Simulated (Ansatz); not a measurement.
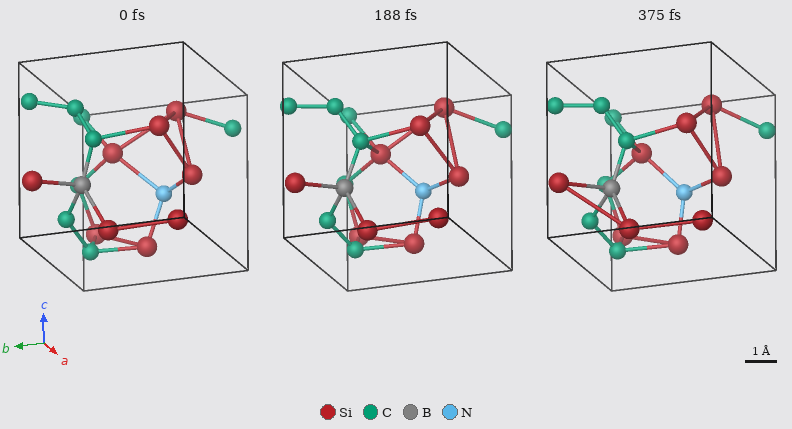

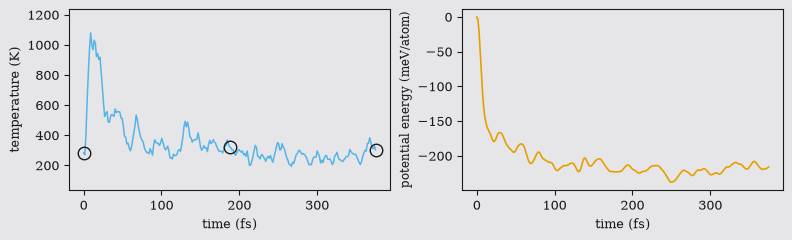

First-principles dynamics of an amorphous cell of composition Si8BC8N (18 atoms in the cell), 375 fs long. It starts from the last geometry of an earlier run, with fresh velocities. Frames and the history of the run. Style: ball-and-stick. Shown: the simulation cell, from a free direction. Bonds to atoms that aren't drawn are left out.

Method: Ansatz, DFT PBE, scalar-relativistic, plane waves, PAW. Run with plane-wave cutoff 420 eV; k-point mesh 1 × 1 × 1; Fermi-Dirac smearing 0.05 eV; volume 0.96 times that of the relaxed crystal; set temperature 300 K; time step 1.5 fs.

Describe the run.

The mean temperature in the second half is 267 K (standard deviation 39 K). The potential energy in the second half lies on average 220 meV per atom below the first frame. The first frame is far from relaxed (forces up to 5.5 eV/Å), so much of the motion is the structure settling. The mean pressure there is 7.6 GPa. Root-mean-square distances from the starting positions over the second half, with the common drift of all atoms taken out: N 0.27 Å, C 0.27 Å, Si 0.23 Å, B 0.15 Å. Against the typical shortest distance between atoms in the first frame, about 1.6 Å these are wide excursions, but the first-neighbour bonds of the start all hold: the network flexes, or its layers or units shift against each other, without breaking.

Limits of the set-up: the periodic images lie only 5.6 Å apart, so the values are limited by the cell's size.

Cost: 2.6 min on 2 threads of Arm Neoverse V1 (shared host), peak memory 0.38 GiB.
